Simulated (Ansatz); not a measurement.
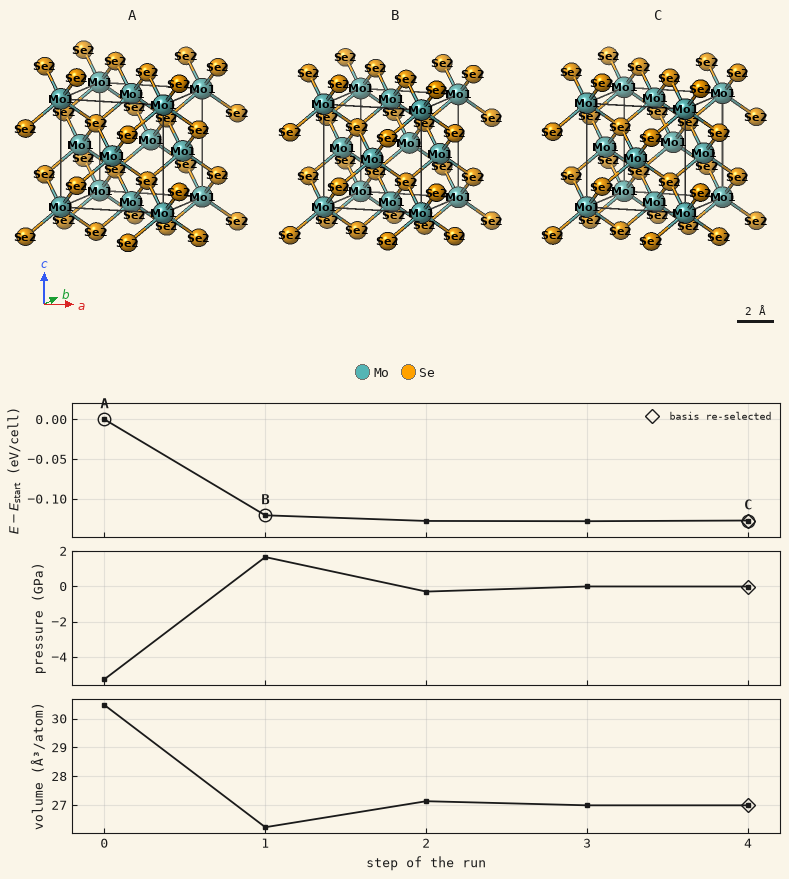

Frames of a relaxation of solid MoSe (built on the zinc blende type), marked on the history of the run. The picture is a ball-and-stick view of the conventional cell (4 times the calculation's cell), seen slightly off an axis. Lengths and directions refer to the drawn axes.

Case: no spin polarisation.

Level of theory: DFT PBE+U, scalar-relativistic, plane waves, PAW in Ansatz. Set-up: plane-wave cutoff 420 eV; k-point mesh 12 × 12 × 12; occupations gaussian; smearing width 0.1 eV; U Mo 4.38 eV; no spin polarisation; cell and atoms relaxed; force threshold 0.01 eV/Å; at most 60 steps.

Question: Describe the path.

Answer: Over 3 accepted moves (4 points after the start) the energy falls by 0.127 eV per cell of the calculation. All forces vanish by symmetry, so only the cell relaxes. The pressure goes from −5.27 to −0.01 GPa. At 1 point the geometry stayed and the basis and grid were re-selected for the new cell (energy shift of 0.8 meV per cell of the calculation at most each time). The atoms keep their places relative to the cell (all moves are under 0.005 Å). The volume changes by −11.4 %, with a = b = c 6.247 → 5.999 Å (−4.0 %). Near-neighbour distances that change, for instance: Mo1–Se2 2.705 → 2.598 Å. The space group stays F-43m (No. 216). Cost: 53 s on 1 thread of Intel(R) Xeon(R) Platinum 8375C CPU @ 2.90GHz (Ice Lake), with other jobs on the host, peak memory 0.52 GiB. From step 0 to 1: volume −13.9 %, energy −0.121 eV per cell of the calculation. From step 1 to 4: volume +2.9 %, energy −6.6 meV per cell of the calculation.

```csv
step,"E − E(0), meV/atom","pressure, GPa","volume, Å³/atom",note
0,0.00,-5.27,30.472,
1,-60.36,1.66,26.229,
2,-63.91,-0.30,27.132,
3,-64.07,-0.01,26.989,
4,-63.65,-0.01,26.989,"same geometry, new basis"
```
